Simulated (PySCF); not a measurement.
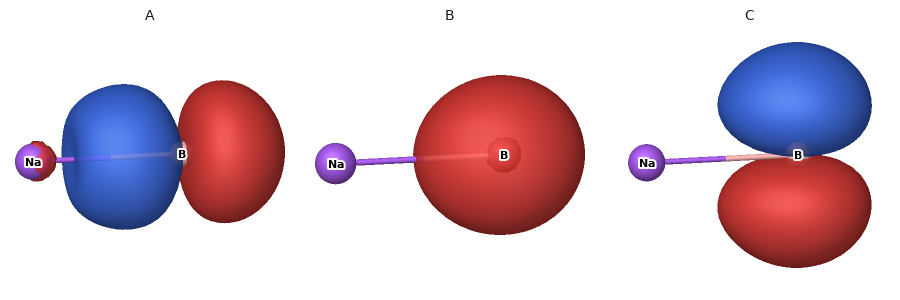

*NaB (charge +1, doublet). Three frontier α-spin orbitals, each drawn at the value that holds 80 % of its norm (red and blue are the two phases), in no order; of a degenerate pair one member is drawn.*

Level of theory: PBE0/pcseg-2, non-relativistic, at a bond length of 2.861 Å (PySCF 2.14.0).

Name the orbitals and rank them from lowest to highest energy.

Orbital B: σ, occupied in this spin, −16.38 eV; almost wholly on B.
Orbital A: σ, occupied in this spin, −10.91 eV; mainly on B (85 %).
Orbital C: π, empty in this spin, −7.47 eV; mainly on B (90 %).
